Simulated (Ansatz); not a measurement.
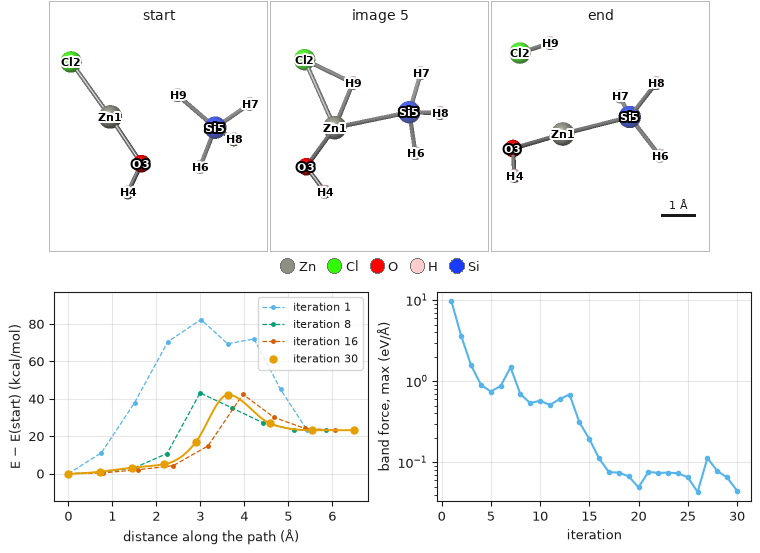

A nudged-elastic-band calculation for ZnSiH5OCl, made up at the start of ZnHOCl and SiH4. Images are numbered from 0 (start) to 8 (end). The plot follows the band through its iterations. The picture is a ball-and-stick view, seen at a tilt.

Theory: RKS B3LYP-D4/def2-SVP (Ansatz). Set-up: 7 movable images; climbing image; force threshold 0.05 eV/Å; iteration limit 60; starting path through a guess of the saddle point.

Q: How did the profile develop, and is the result final?

A: The result is final at these settings. The band converged in 30 iterations. The largest component of the band force went from 9.7 to 0.045 eV/Å. The climbing image converged on the top of the path. Its vibrational analysis gives one imaginary mode (943i cm⁻¹), as a transition state must have. The first iteration put the highest image at 82.4 kcal/mol. Forward barrier 42.2 kcal/mol, backward barrier 18.9 kcal/mol, with image 5 at the top; the reaction energy is +23.3 kcal/mol.

Limits of the set-up: the start holds two separate molecules, 2.3 Å apart at their closest, whose relative position is a soft coordinate.
